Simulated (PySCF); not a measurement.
## Electronic structure of C3H5F3Ge in real space

```xyz
12

F     1.0122    1.9844    0.3150
C     0.2782    1.1282   -0.4645
C    -0.9342    0.5651    0.2957
C    -0.6214   -0.9286    0.4998
F    -1.5655   -1.7310   -0.0985
Ge    1.1286   -0.7467   -0.5413
F     2.4910   -0.8723    0.5645
H     0.0364    1.6737   -1.3786
H    -1.8475    0.6699   -0.2887
H    -1.0593    1.0880    1.2427
H    -0.5665   -1.2445    1.5444
H     1.6493   -1.5870   -1.7165
```

Geometry: GFN2-xTB.

Method: PBE0/def2-SVPD, SCF density, gas phase (PySCF 2.14.0).

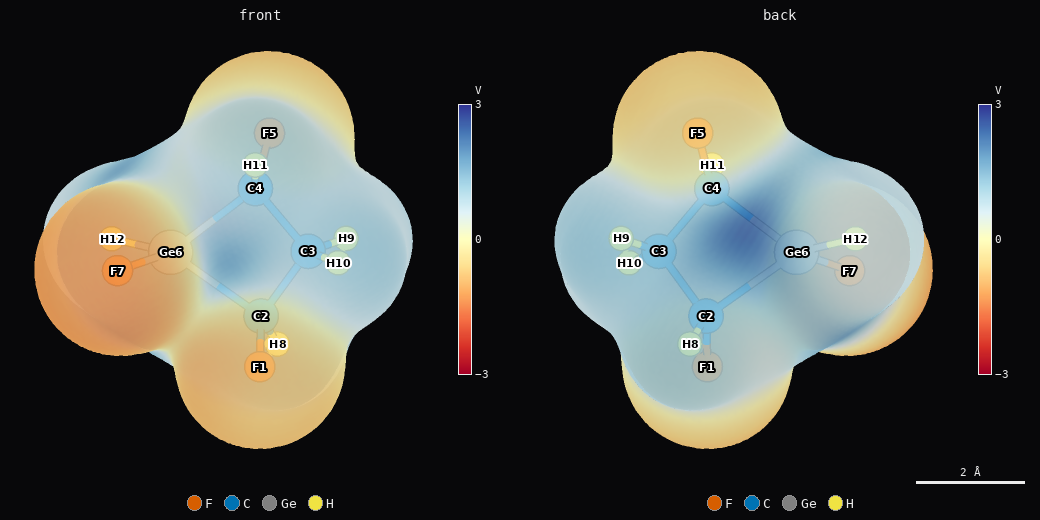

Figure 1. The molecular electrostatic potential painted on the density surface at 0.002 e/bohr³, seen from the front and from behind; red is negative and blue positive.

**Which sites attract a positive test charge, and which a negative one?**

A positive charge is drawn to the negative regions and a negative charge to the positive ones. The most negative region (about −1.4 V) lies over F7, the most positive (about +2.4 V) over Ge6.

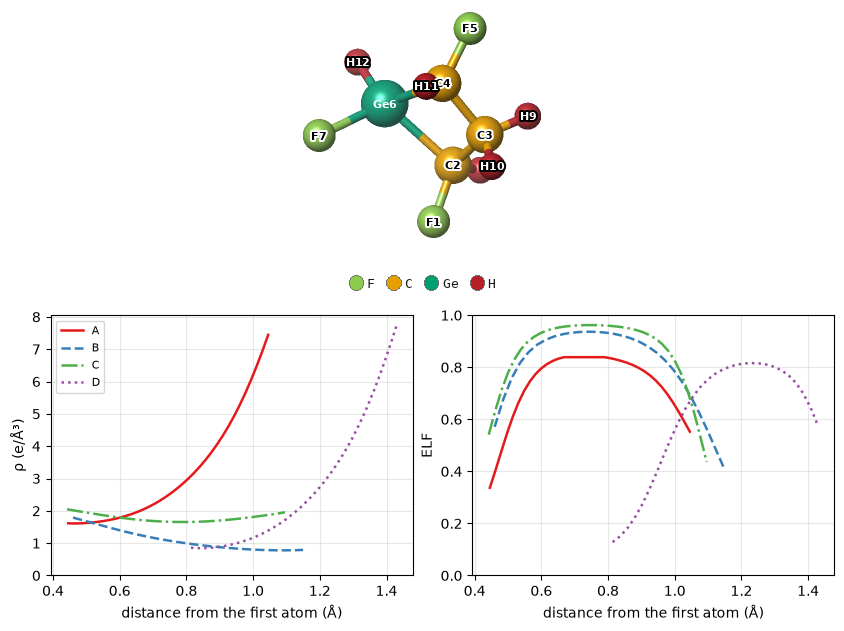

Figure 2. Electron density and electron localisation function along straight lines between neighbouring atoms. The curves leave out the atomic cores. The structure is drawn too.

**Which curve belongs to which contact (C–C, C–F, C–Ge and Ge–F)? The first atom named is at distance zero.**

Curve A: C–F (1.37 Å): ρ is about 2.1 e/Å³ halfway, with its minimum of 1.6 e/Å³ about 0.5 Å from C; the ELF peaks at about 0.85 between the atoms, as expected for a polar covalent bond. Curve B: C–Ge (2.04 Å): the density is about 0.79 e/Å³ at the midpoint; the ELF peaks at about 0.95 in the valence shell of C, 0.7 Å from its nucleus, and is about 0.75 at the midpoint. Curve C: C–C (1.54 Å): ρ is about 1.7 e/Å³ halfway; the ELF peaks at about 0.95 between the atoms, as expected for localised, covalent bonding. Curve D: Ge–F (1.76 Å): ρ is about 0.86 e/Å³ halfway; the ELF peaks at about 0.80 in the valence shell of F, 0.5 Å from its nucleus, and is about 0.20 at the midpoint.
